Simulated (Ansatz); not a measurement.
Amorphous Hf$_{18}$O$_{37}$Li$_{2}$

The cell was made by melting and quenching with the CHGNet potential and then relaxed with DFT. O atoms were pushed apart under 1.9 Å during the dynamics, to hinder bonds among them. The hot cell started wider than the set density and was brought back towards it in steps. It is the lowest in DFT energy of 2 quenches. It is a model cell: composition and starting density were chosen by hand, and all elements were melted together. No dispersion term was used.

Methods: PBE, scalar-relativistic without spin-orbit coupling (Ansatz, a program for electronic structure); r2SCAN, scalar-relativistic without spin-orbit coupling (Ansatz); HSE06, scalar-relativistic without spin-orbit coupling (Ansatz). Geometry, pressure, stress and energy are those of the PBE run. Its sampling: a 2×2×2 Γ-centred mesh; Fermi-Dirac width 0.02 eV; no spin polarisation. Other functionals are single points at the zone centre (r2SCAN at 500 eV; exact exchange cut at the cell's faces), free to take moments where seeds were set. At PBE the levels at the filled edge of the gap are localised (band-tail or defect states).

Number of atoms in the cell: 57
Density (held, not predicted): 8.78 g/cm^3
Volume per atom: 12.67 Å³
Pressure on a 2×2×2 Γ-centred mesh: -2.60 GPa
Largest force and stress component on that mesh (the relaxation ran on the zone centre alone): 0.12 eV/Å and 2.7 GPa
Level gap on a 2×2×2 Γ-centred mesh (PBE): 3.78 eV
Level gap at the zone centre (PBE): 3.81 eV
Level gap at the zone centre (r2SCAN): 4.25 eV
Level gap at the zone centre (HSE06): 5.35 eV

Bonds are counted up to Hf-Hf 3.34 Å, Hf-O 2.84 Å, Hf-Li 3.10 Å, O-O 1.58 Å, O-Li 2.33 Å, Li-Li 2.86 Å. Two cations that share two anions don't count as bonded, nor two that share one unless they lie closer than Hf-Hf 3.25 Å, Hf-Li 3.02 Å, Li-Li 2.78 Å.

| Property | Result |
|---|---|
| Mean coordination of Hf by anions | 6.61 (8 with 6, 9 with 7, 1 with 8) |
| Mean coordination of O | 3.38 (1 with 2, 21 with 3, 15 with 4) |
| Mean coordination of Li by anions | 3.00 (2 with 3) |
| Mean Hf-O bond | 2.171 Å (spread 0.129 Å, 119 counted) |
| Mean O-Li bond | 1.972 Å (spread 0.075 Å, 6 counted) |

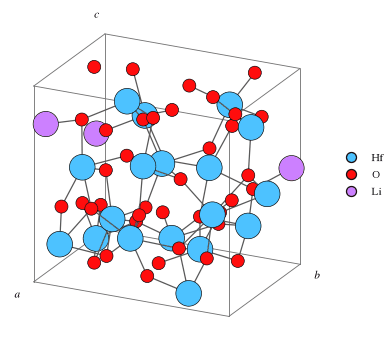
Fig. 1. The relaxed cell

Its density started from a set value of 8.78 g/cm³. The quench (nominally 380 K/ps over its main leg) was far faster than any real one, so the model tends to hold more defects than a real film. A cell of this size samples the disorder only roughly. The volume was held where the preparation left it and the shape relaxed, at a PBE pressure of -2.6 GPa (tension). Stress components on the final sampling reach 2.7 GPa.
